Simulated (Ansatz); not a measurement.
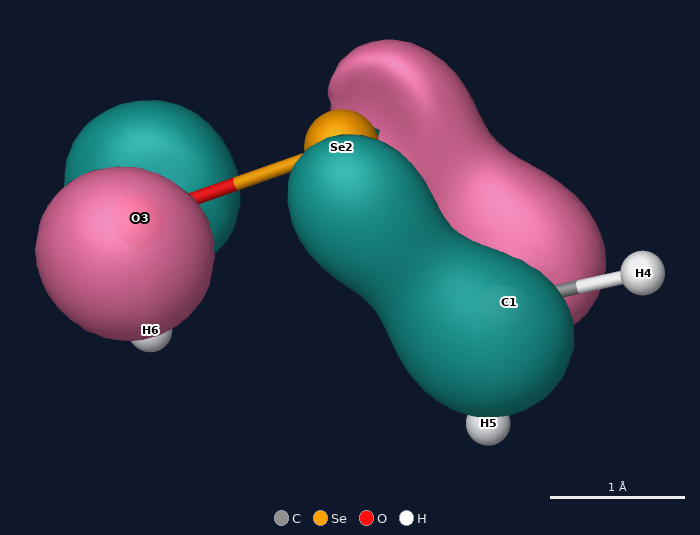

Figure. CH3OSe (SMILES [CH2+][Se]O) (charge +1). The HOMO at ±0.2 Å⁻³ᐟ² (teal and pink are the two phases), seen at a tilt.

These are results of RKS revPBE-D4/def2-SVP (Ansatz 0.2.0), not measurements.

```
atom    x (Å)    y (Å)    z (Å)
   C  -0.9431  -0.0826  -0.7354
  Se   0.5045  -0.7838  -0.0263
   O   1.2072   0.3927   1.0865
   H  -1.4832  -0.7245  -1.4590
   H  -1.3321   0.9275  -0.5103
   H   0.7051   1.2414   1.1462
```

> Where does this orbital lie, and at what energy?

Its weight (Hirshfeld) is mainly on O3 (about 45 %), C1 (about 30 %) and Se2 (about 25 %); it changes sign across the molecular plane (π type); π-bonding across C1–Se2; π-antibonding (a node) across Se2–O3. Its energy is −13.35 eV.
